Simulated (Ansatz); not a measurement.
**BiAs (model cell, started as zinc blende): following an unstable mode**

Which phase does BiAs (model cell, started as zinc blende) fall into along its unstable mode, and how much energy does it gain?

Program: Ansatz 0.2.0. Level of theory: DFT PBEsol, scalar-relativistic, plane waves, PAW. Results are calculated unless marked as measured.

The structure was built from a prototype and need not be the compound's stable phase.

## (1) The starting structure

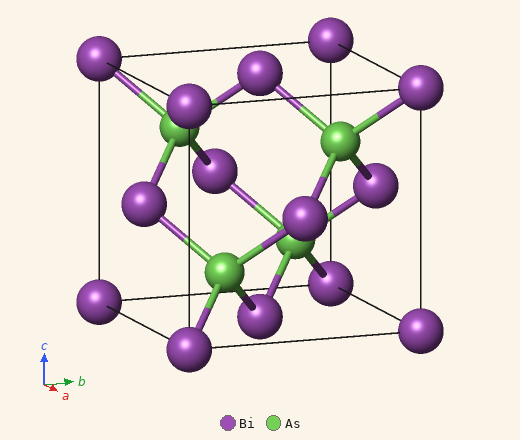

Start, viewed slightly off an axis; bismuth purple, arsenic green. This picture shows the conventional cell, with its axes. Bonds to atoms that aren't drawn are left out. Some periodic images of atoms are drawn too.

Coordinates:

```cif
data_structure
_symmetry_space_group_name_H-M 'P 1'
_symmetry_Int_Tables_number 1
_cell_length_a 4.6658
_cell_length_b 4.6658
_cell_length_c 4.6658
_cell_angle_alpha 60.000
_cell_angle_beta 60.000
_cell_angle_gamma 60.000
_cell_volume 71.82
loop_
_atom_site_label
_atom_site_type_symbol
_atom_site_fract_x
_atom_site_fract_y
_atom_site_fract_z
_atom_site_occupancy
Bi1 Bi 0.00000 0.00000 0.00000 1
As2 As 0.25000 0.25000 0.25000 1
```

## (2) Response at finite wavevector

The cell comes from relaxations at this level that are not shown. Stability and thermal properties need the whole zone. Linear response on a 4×4×4 q mesh gives force constants as far as a supercell of that size would.

input.yaml reads:

```yaml
crystal:
  lattice:
    - [0.0, 3.2992007818, 3.2992007818]
    - [3.2992007818, 0.0, 3.2992007818]
    - [3.2992007818, 3.2992007818, 0.0]
  atoms:
    - { symbol: Bi, position: [0.0, 0.0, 0.0] }
    - { symbol: As, position: [0.25, 0.25, 0.25] }
kpoints:
  mp_grid: { grid: [12, 12, 12] }
hamiltonian:
  xc: pbesol
scf:
  occupations: { method: methfessel_paxton, width: 0.15 }
output:
  eigenvalues: true
phonons:
  method: dfpt
  qmesh: [4, 4, 4]
  temperatures: { t_max: 1000, t_step: 50 }
  qpath:
    path:
      - [[0.0, 0.0, 0.0], [-0.5, -0.5, 0.0], [-0.375, -0.375, 0.25]]
      - [[-0.375, 0.0, 0.375], [0.0, 0.0, 0.0], [0.0, 0.0, 0.5], [-0.5, -0.25, 0.25], [-0.5, -0.5, 0.0]]
    npoints: 10
```

Started as:

```bash
$ ansatz run input.yaml --threads 4 --pin off --max-ram 7168MiB --backend cpu --events-out ev --progress --plain --runs-dir out
```

Numbers of over 12 decimals in the logs are rounded to 6 here.

The program printed:

```text
Warning: phonons: the dynamical matrix that this run interpolates holds no multipole term above the dipole-dipole one, and a site of this crystal is no centre of inversion, so its interpolated transverse optical and acoustic branches and sound speeds can stay off near Gamma, and the density of states and the thermodynamics with them. What a run solves at a wave vector of phonons.qpoints, Gamma apart, where the deck admits one, is free of this, and under fd what a larger phonons.supercell samples
Engine: ansatz 0.2.0, aarch64-unknown-linux-gnu
Pseudopotentials: kind: paw
Pseudopotential: Bi, paw, valence charge 15, recommended cutoff 420 eV (normal), Bi.paw.azcp
Pseudopotential: As, paw, valence charge 15, recommended cutoff 420 eV (normal), As.paw.azcp
Functional definition: PBEsol
  exchange = pbesol_x
  correlation = pbesol_c
Crystal: 2 atoms, lattice volume = 71.822 Å³
Basis set: ecut = 420 eV, 1411 PW (Γ), exchange–correlation on 64×64×64 points (8 copies of the dense FFT grid, shifted against one another)
Bands: 19, of which v1, the nominal top of the filled ones, is band 15 counted from 1 (14 counted from 0)
Symmetry: 24 space group operations
k-points: 72 of 1728 (time reversal used)
Non-local potential: Bi, projectors of the file, l = 0: 2, l = 1: 2, l = 2: 2, l = 3: 2
Non-local potential: As, projectors of the file, l = 0: 2, l = 1: 2, l = 2: 3, l = 3: 1
PAW form: soft (Blöchl's): semilocal exchange-correlation on the pseudo side does not see the compensation charge
PAW frozen core: Bi, regenerated for the run's functional, and the local potential with it (the file was generated under x = pbe(κ = 0.804, μ = 0.219515), c = pbe(β = 0.066725))
PAW frozen core: As, regenerated for the run's functional, and the local potential with it (the file was generated under x = pbe(κ = 0.804, μ = 0.219515), c = pbe(β = 0.066725))
PAW one-centre angular grid: Bi, 590 points (default); XC on 64 Gauss nodes
PAW one-centre angular grid: As, 590 points (default); XC on 64 Gauss nodes
Initial density: superposition of atomic densities (neutral atoms: chi_scale 0, normalization atom), corrected by the library's trained network
Initial wavefunctions: pseudopotential atomic-orbital guess
Functional: x = pbesol(κ = 0.804, μ = 0.123457), c = pbesol(β = 0.046)
SCF iter   1: F=—  HF=-17054.447067 eV  |F-HF|=—  |Δ(HF+E_count)|=         —  Δρ=1.48e-3  dr2=2.09e-3  ethr=1.77e-3  ⟨swp⟩=5.7  Hψ=6636  notcnv=0
preconditioner: auto → Kerker (q_TF=auto, 2.359 Å⁻¹)  [metal: Δε(μ)=0.039 eV  Ē_g=8.919 eV  σ=0.150 eV  W_gap=0.21  n_scr=14 (ndim 8)  ℏωp=13.9 eV  f_vac=0.122  D(μ)=0.75/eV (n_scr^D=0)]
SCF iter   2: F=—  HF=-17054.445765 eV  |F-HF|=—  |Δ(HF+E_count)|=   1.30e-3  S|Δr|=    0.00e0  Δρ=8.60e-4  dr2=4.79e-4  ethr=6.96e-6  ⟨swp⟩=2.3  Hψ=3006  notcnv=0
SCF iter   3: F=—  HF=-17054.445830 eV  |F-HF|=—  |Δ(HF+E_count)|=   6.50e-5  S|Δr|=    0.00e0  Δρ=2.37e-4  dr2=5.20e-5  ethr=1.60e-6  ⟨swp⟩=2.0  Hψ=2055  notcnv=0
SCF iter   4: F=—  HF=-17054.445858 eV  |F-HF|=—  |Δ(HF+E_count)|=   2.76e-5  S|Δr|=    0.00e0  Δρ=1.04e-4  dr2=1.10e-5  ethr=1.73e-7  ⟨swp⟩=1.9  Hψ=1535  notcnv=0
SCF iter   5: F=—  HF=-17054.445852 eV  |F-HF|=—  |Δ(HF+E_count)|=   6.41e-6  S|Δr|=    0.00e0  Δρ=3.27e-5  dr2=1.82e-6  ethr=3.67e-8  ⟨swp⟩=2.0  Hψ=1587  notcnv=0
SCF iter   6: F=—  HF=-17054.445857 eV  |F-HF|=—  |Δ(HF+E_count)|=   5.15e-6  S|Δr|=    0.00e0  Δρ=1.58e-5  dr2=2.88e-7  ethr=6.06e-9  ⟨swp⟩=2.0  Hψ=2448  notcnv=0
SCF iter   7: F=—  HF=-17054.445857 eV  |F-HF|=—  |Δ(HF+E_count)|=   1.77e-7  S|Δr|=    0.00e0  Δρ=5.27e-6  dr2=2.06e-8  ethr=9.60e-10  ⟨swp⟩=2.0  Hψ=2456  notcnv=0
SCF iter   8: F=—  HF=-17054.445857 eV  |F-HF|=—  |Δ(HF+E_count)|=   3.02e-8  S|Δr|=    0.00e0  Δρ=1.18e-6  dr2=1.08e-9  ethr=6.86e-11  ⟨swp⟩=2.0  Hψ=2460  notcnv=0
SCF iter   9: F=—  HF=-17054.445857 eV  |F-HF|=—  |Δ(HF+E_count)|=   3.53e-9  S|Δr|=    0.00e0  Δρ=2.84e-7  dr2=1.39e-10  ethr=3.60e-12  ⟨swp⟩=2.0  Hψ=2457  notcnv=0
SCF iter  10: F=—  HF=-17054.445857 eV  |F-HF|=—  |Δ(HF+E_count)|=  2.15e-10  S|Δr|=    0.00e0  Δρ=1.20e-7  dr2=2.72e-11  ethr=1.00e-12  ⟨swp⟩=2.0  Hψ=1558  notcnv=0
SCF iter  11: F=-17054.445857 eV  HF=-17054.445857 eV  |F-HF|=0.00e0  |Δ(HF+E_count)|=  1.09e-11  S|Δr|=    0.00e0  Δρ=3.12e-8  dr2=8.53e-13  ethr=1.00e-12  ⟨swp⟩=6.0  Hψ=5706  notcnv=0
SCF 1 converged in 11 iterations: F = -17054.445857 eV  dr2 = 8.53e-13
  greatest PAW one-centre occupation: 0.999 electrons in one spin orbital (limit 2), on the As atom at site 1 (counted from 0), in its partial waves of l = 2
Initial density: read from a saved state, or passed on in memory by an earlier SCF of this step, an earlier step, the calling program or the single point that the run made first
iter 1 solved again at ethr=1.49e-7 eV; its pass at ethr=3.10e-3 eV (dr2=4.46e-5 eV) is discarded
SCF iter   1: F=—  HF=-17054.445852 eV  |F-HF|=—  |Δ(HF+E_count)|=         —  Δρ=3.89e-7  dr2=7.79e-11  ethr=1.49e-7  ⟨swp⟩=3.3  Hψ=10508  notcnv=0
eigensolver tolerance schedule: the retry pair's looser diagonalisation over-reported the residual by 572531.77 of it (diagonalisation noise at an unbounded share of the residual, at the tolerance the schedule requests for it); recorded, not acted on — ethr = c·dr2/N_el stays at c = 1.0e-1
preconditioner: auto → Kerker (q_TF=auto, 2.359 Å⁻¹)  [metal: Δε(μ)=0.041 eV  Ē_g=8.922 eV  σ=0.150 eV  W_gap=0.22  n_scr=14 (ndim 8)  ℏωp=13.9 eV  f_vac=0.127  D(μ)=0.72/eV (n_scr^D=0)]
SCF iter   2: F=—  HF=-17054.445857 eV  |F-HF|=—  |Δ(HF+E_count)|=   4.75e-6  S|Δr|=    0.00e0  Δρ=2.33e-7  dr2=2.94e-11  ethr=1.00e-12  ⟨swp⟩=4.0  Hψ=4486  notcnv=0
SCF iter   3: F=—  HF=-17054.445857 eV  |F-HF|=—  |Δ(HF+E_count)|=  3.64e-12  S|Δr|=    0.00e0  Δρ=1.47e-7  dr2=1.18e-11  ethr=1.00e-12  ⟨swp⟩=1.0  Hψ=1368  notcnv=0
SCF iter   4: F=-17054.445857 eV  HF=-17054.445857 eV  |F-HF|=7.28e-12  |Δ(HF+E_count)|=  3.64e-12  S|Δr|=    0.00e0  Δρ=1.08e-7  dr2=6.16e-12  ethr=1.00e-12  ⟨swp⟩=3.5  Hψ=3687  notcnv=0
SCF 2 converged in 4 iterations: F = -17054.445857 eV  dr2 = 6.16e-12
phonons: the bands overlap, so this run is a metal and interpolates without the dipole-dipole term. If the crystal is really an insulator or semiconductor, its LO-TO splitting is missing
NSCF: frozen V_eff on 72 k-points
WARN: eigensolver did not converge in 2 slots of this pass, the one above among them; of largest residual over every band (k=26): 1 band(s) unlocked (lowest unlocked band 18, counted from 0; max residual 1.10e-5 eV among the unlocked bands, 1.10e-5 eV over every band); of lowest unlocked band (k=26): band 18
NSCF: frozen V_eff on 163 k-points
DFPT response loops at q = (0, 0, 0) (fractional): preconditioner auto → Kerker (q_TF=auto, 2.359 Å⁻¹) (partly filled bands, converged f_vac=0.127); β = 1.00, the filter's whole step (`scf.mixing.beta` (0.50) is not read by the response loops under this deck's `scf.mixing.preconditioner`; to damp them name `kerker` or `kerker_dos`, under which they read `scf.mixing.beta`, and type it under 1.00, their step now; both keys bind the ground state too); Broyden in place of MSR1
NSCF: frozen V_eff on 1872 k-points
DFPT response loops at q = (0, 0, 0.25) (fractional): mixed as the last ones told, above
NSCF: frozen V_eff on 952 k-points
DFPT response loops at q = (0, 0, -0.5) (fractional): mixed as the last ones told, above
NSCF: frozen V_eff on 1020 k-points
DFPT response loops at q = (0, 0.25, 0.25) (fractional): mixed as the last ones told, above
NSCF: frozen V_eff on 3456 k-points
DFPT response loops at q = (0, 0.25, -0.5) (fractional): mixed as the last ones told, above
NSCF: frozen V_eff on 1872 k-points
DFPT response loops at q = (0, 0.25, -0.25) (fractional): mixed as the last ones told, above
NSCF: frozen V_eff on 560 k-points
DFPT response loops at q = (0, -0.5, -0.5) (fractional): mixed as the last ones told, above
NSCF: frozen V_eff on 1020 k-points
DFPT response loops at q = (0.25, -0.5, -0.25) (fractional): mixed as the last ones told, above
SCF converged after 11 iterations
Stability not checked: this state was not tested for a lower state beside it, because cold or Methfessel-Paxton smearing, or corrected tetrahedra, fill the levels in a way that the test cannot read (fill_not_monotonic; see scf.lower_state_search)
Free energy (F): -17054.445857 eV
Harris-Foulkes:  -17054.445857 eV  (|F-HF|=0.00e0)
Internal energy: -17054.447383 eV  (E = F + TS)
E sigma→0 (E₀):  -17054.446238 eV
Entropy (-TS):   0.001526 eV (0.763 meV/atom)
Fermi energy:    6.855240 eV
--- Per-component energies (eV) ---
  E_band       = -432.782507
  E_kinetic    = 404.291583
  E_local      = -3903.350943  (includes V_loc(G=0)·N_el)
  E_nonlocal   = -106.741187
  E_hartree    = 1724.746637
  E_xc         = -228.350045
  E_vxc        = -222.391084  (∫ρ·V_xc dr)
  E_paw        = -12301.095542  (= ΣΔE_a)
  E_vpaw       = -54.083681  (= ΣTr[D̂ρ^β])
  E_aug_tail   = -0.000453  (compensation charges beyond the density's cutoff)
  E_ewald      = -2645.003612
  E_core_change = 1.056181  (= ΣΔE_core)
  E_smearing   = 0.001526  (= −TS)
  E_closure    = 0.000000  (closes the sum)
  Σ components = -17054.445857   (vs F -17054.445857, Δ=0.00e0)
--- Band table (eV; the first three rows and the last of 72) ---
  k-point 0: bands = [... 11 lower, 0.1391, 5.3027, 5.3027, 5.3027, 7.8575, 7.8575, 7.8575, 10.7680]
  k-point 1: bands = [... 11 lower, -0.0336, 5.2155, 5.2155, 5.2503, 7.9279, 7.9802, 7.9802, 11.1117]
  k-point 2: bands = [... 11 lower, -0.4897, 5.0104, 5.0104, 5.0678, 8.2721, 8.2721, 8.2732, 11.8864]
  k-point 71: bands = [... 11 lower, -3.5899, 3.0564, 3.1118, 7.4594, 8.1725, 9.5225, 10.4422, 13.1510]
--- Phonons (Γ-DFPT): 2 representative perturbations + reference (Σ response iterations 6) ---
  ASR residual: 5.098e-5 → 0.000e0 eV/Å²; symmetrization residual: 2.454e-5 eV/Å²
  ASR residual per site (eV/Å²): 5.10e-5 1.82e-5
  Γ frequencies (cm⁻¹): 0.00 0.00 0.00 158.20 158.20 158.20
--- Phonons (arbitrary-q DFPT): 8 irreducible q on the 4×4×4 mesh ---
  q = [0.0000, 0.0000, 0.0000] (star 1, of the zone-centre solve; hermiticity 9.67e-6, symmetrization 1.22e-11): -0.00 -0.00 0.00 158.20 158.20 158.20
  q = [0.0000, 0.0000, 0.2500] (star 8, 2 solved perturbations on 936 of 1728 k-point pairs; hermiticity 5.80e-6, symmetrization 8.85e-9): -16.20 -16.20 39.83 145.83 150.97 150.97
  q = [0.0000, 0.0000, -0.5000] (star 4, 2 solved perturbations on 476 of 1728 k-point pairs; hermiticity 8.87e-6, symmetrization 4.19e-6): 8.55 8.55 76.81 134.02 148.25 148.25
  q = [0.0000, 0.2500, 0.2500] (star 6, 4 solved perturbations in 1608 linear systems a pass and spin channel, the states on 510 of 1728 k-point pairs; hermiticity 1.04e-5, symmetrization 1.30e-8): -35.66 -35.66 54.83 133.71 133.71 146.48
  q = [0.0000, 0.2500, -0.5000] (star 24, 4 solved perturbations in 5328 linear systems a pass and spin channel, the states on 1728 of 1728 k-point pairs; hermiticity 6.47e-6, symmetrization 3.83e-9): -14.07 -5.50 77.09 128.16 130.78 141.51
  q = [0.0000, 0.2500, -0.2500] (star 12, 4 solved perturbations in 2892 linear systems a pass and spin channel, the states on 936 of 1728 k-point pairs; hermiticity 7.89e-6, symmetrization 1.22e-6): -20.44 9.35 71.05 137.34 142.08 144.75
  q = [0.0000, -0.5000, -0.5000] (star 3, 4 solved perturbations in 886 linear systems a pass and spin channel, the states on 280 of 1728 k-point pairs; hermiticity 1.04e-5, symmetrization 2.40e-8): 21.36 21.36 74.13 111.35 111.35 143.53
  q = [0.2500, -0.5000, -0.2500] (star 6, 4 solved perturbations in 1544 linear systems a pass and spin channel, the states on 510 of 1728 k-point pairs; hermiticity 1.95e-5, symmetrization 9.75e-6): -23.02 31.35 78.92 120.90 126.79 133.62
  sum rule: each row above includes the acoustic sum rule's correction from the zone centre's row sums; it moved no ω² by more than (0.26 cm⁻¹)²
  mesh force constants: q→R imaginary residual 2.01e-18; ASR residual 5.098e-5 → 0.000e0 eV/Å²; symmetrization residual 2.665e-15 eV/Å²
  interpolated dispersion: 62 rows × 6 modes
  density of states and harmonic sums: on the 16×16×16 q-mesh, interpolated from the force constants of a 4×4×4 supercell (no non-analytic term)
  largest difference from the sums on the solved wave vectors: F 6.12e-2 eV, S 7.68e-5 and C_V 1.55e-5 eV/K
  zero-point energy: 0.030416 eV/cell   skipped modes (ω ≤ 0): 196, of them read as no rigid motion or as one in doubt: 193 (1.334e0 modes/cell left out, lowest -35.66 cm⁻¹)   left out of the sums: 2.23e-1 of the cell's modes: C_V's classical limit lies that fraction below 3 k_B per atom; for a crystal, a wire or a layer, F and S can be off by more, and a phonons.interpolated_qmesh denser along its periods is the remedy for the sampling
```

It took 9.9 min on 4 threads of Arm Neoverse V1, shared host; peak memory 4.3 GiB; 39 min of CPU time.

Reading the cycles: dr2 is the Hartree energy of the density residual (eV), the measure of convergence; HF is the Harris–Foulkes estimate of the energy, which meets the free energy F at convergence.

This step gave:

* volume per atom: 35.91 Å³
* gap on the k-mesh: 0 eV
* sum-rule residual before enforcement: 5.10e-5 eV/Å²
* lowest frequency on the path: -35.66 cm⁻¹
* point group: -43m
* highest frequency on the path or at a solved wavevector: 158.2 cm⁻¹
* highest optical mode at the zone centre (no LO-TO term): 158.2 cm⁻¹
* lowest optical zone-centre mode: 158.2 cm⁻¹
* lowest mode on the q mesh (acoustic modes at Γ apart): -35.66 cm⁻¹

Frequencies (cm⁻¹) solved at each irreducible wavevector; negative means imaginary. Frequencies by wavevector, by row:

```csv
q in reciprocal lattice units,star,mode 1,mode 2,mode 3,mode 4,mode 5,mode 6
0 0 0,1,0,0,0,158.2,158.2,158.2
0 0 0.25,8,-16.2,-16.2,39.8,145.8,151,151
0 0 -0.5,4,8.6,8.6,76.8,134,148.2,148.2
0 0.25 0.25,6,-35.7,-35.7,54.8,133.7,133.7,146.5
0 0.25 -0.5,24,-14.1,-5.5,77.1,128.2,130.8,141.5
0 0.25 -0.25,12,-20.4,9.3,71,137.3,142.1,144.8
0 -0.5 -0.5,3,21.4,21.4,74.1,111.3,111.3,143.5
0.25 -0.5 -0.25,6,-23,31.4,78.9,120.9,126.8,133.6
```

Interpolated from a 4×4×4 q mesh. The phonon branches at the labelled points (cm⁻¹):

| point | branch 1 | branch 2 | branch 3 | branch 4 | branch 5 | branch 6 |
| --- | --- | --- | --- | --- | --- | --- |
| Γ | 0 | 0 | 0 | 158 | 158 | 158 |
| X | 21 | 21 | 74 | 111 | 111 | 144 |
| U | 12 | 24 | 77 | 123 | 123 | 140 |
| jump to K | 12 | 24 | 77 | 123 | 123 | 140 |
| Γ | 0 | 0 | 0 | 158 | 158 | 158 |
| L | 8 | 8 | 77 | 134 | 148 | 148 |
| W | -23 | 31 | 79 | 121 | 127 | 134 |
| X | 21 | 21 | 74 | 111 | 111 | 144 |

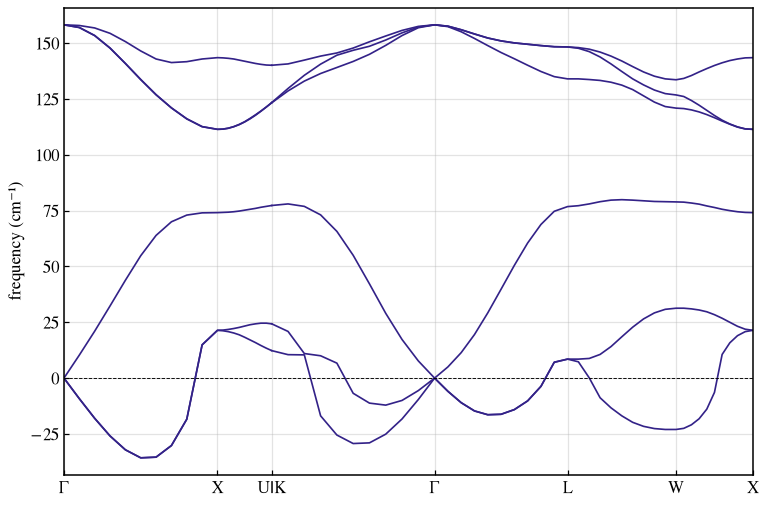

Phonon branches along the path.

Symmetry leaves 8 wavevectors to solve. The lowest mode among them, the acoustic zeros apart, lies at q = (0, 0.25, 0.25) and is imaginary, 35.7i cm⁻¹, so the energy falls along it.

## (3) The mode frozen in, largest atomic shift 0 Å

The mode followed lies at q = (0, 0.25, 0.25) with frequency 35.7i cm⁻¹ and is 2-fold degenerate, the softest among the wavevectors solved. At small amplitude the distorted cell has space group no. 20 by a symmetry search on the positions. The undistorted cell that holds it gives the zero of energy on the same k mesh.

System of this step: BiAs (model cell, started as zinc blende). The structure is cubic, space group F-43m (No. 216). Conventional cell: a = 6.598 Å, b = 6.598 Å, c = 6.598 Å, α = 90.00°, β = 90.00°, γ = 90.00°. Nearest to Bi lie 4 As at 2.86 Å. As has 4 Bi at 2.86 Å nearest. Farther neighbours are not listed.

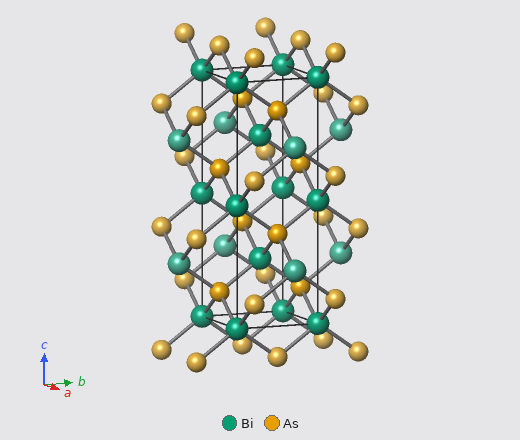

The cell of this step (bismuth teal, arsenic orange). Some periodic images of atoms are drawn too.

input.yaml reads:

```yaml
crystal:
  lattice:
    - [0.0, -3.2992007818, -3.2992007818]
    - [0.0, 3.2992007818, -3.2992007818]
    - [13.1968031271, 0.0, 0.0]
  atoms:
    - { symbol: Bi, position: [0.5, 0.5, 0.25] }
    - { symbol: Bi, position: [0.5, 0.5, 0.75] }
    - { symbol: Bi, position: [0.0, 0.0, 0.0] }
    - { symbol: Bi, position: [0.0, 0.0, 0.5] }
    - { symbol: As, position: [0.0, 0.5, 0.875] }
    - { symbol: As, position: [0.0, 0.5, 0.375] }
    - { symbol: As, position: [0.5, 0.0, 0.625] }
    - { symbol: As, position: [0.5, 0.0, 0.125] }
kpoints:
  mp_grid: { grid: [8, 8, 4] }
hamiltonian:
  xc: pbesol
scf:
  occupations: { method: methfessel_paxton, width: 0.15 }
output:
  forces: true
  stress: true
  eigenvalues: true
```

The program printed:

```text
[...]
Crystal: 8 atoms, lattice volume = 287.287 Å³
Basis set: ecut = 420 eV, 5573 PW (Γ), exchange–correlation on 64×64×180 points (8 copies of the dense FFT grid, shifted against one another)
Bands: 72, of which v1, the nominal top of the filled ones, is band 60 counted from 1 (59 counted from 0)
Symmetry: 32 space group operations
[...]
k-point 0: bands = [... 56 lower, 5.3136, 6.3706, 6.3909, 6.3909, 6.4500, 6.7640, 6.7640, 7.8611, ... 8 higher]
  k-point 1: bands = [... 56 lower, 5.4309, 6.0990, 6.3431, 6.4416, 6.5253, 6.6625, 7.0383, 7.7125, ... 8 higher]
  k-point 2: bands = [... 56 lower, 5.7320, 5.7320, 6.3622, 6.3622, 6.6236, 6.6236, 7.3846, 7.3846, ... 8 higher]
  k-point 44: bands = [... 56 lower, 6.8734, 6.8734, 6.8734, 6.8734, 7.1203, 7.1203, 7.1203, 7.1203, ... 8 higher]
[key lines of the parts left out:]
SCF converged after 6 iterations
Free energy (F): -68217.745645 eV
Fermi energy:    6.923746 eV
P = ⅓ Tr σ = 0.1412 GPa (1.412 kbar)
```

It took 18 s on 4 threads; peak memory 1.1 GiB; 71 s of CPU time.

This step gave:

```yaml
pressure: 0.1412 GPa
energy_from_the_undistorted_cell: 0 meV/atom
```

The run ends at a pressure of 0.14 GPa.

[end of part 1 of 3]

[Logs are printed without paths, hosts, clocks, repeated set-up lines and the standing remarks that a program may print on its own settings, such as how far it seeks lower states.]

[Hosts, paths, dates, database ids (printed as entryN), source tags and the programs' standing remarks are cut or masked in the printed files.]
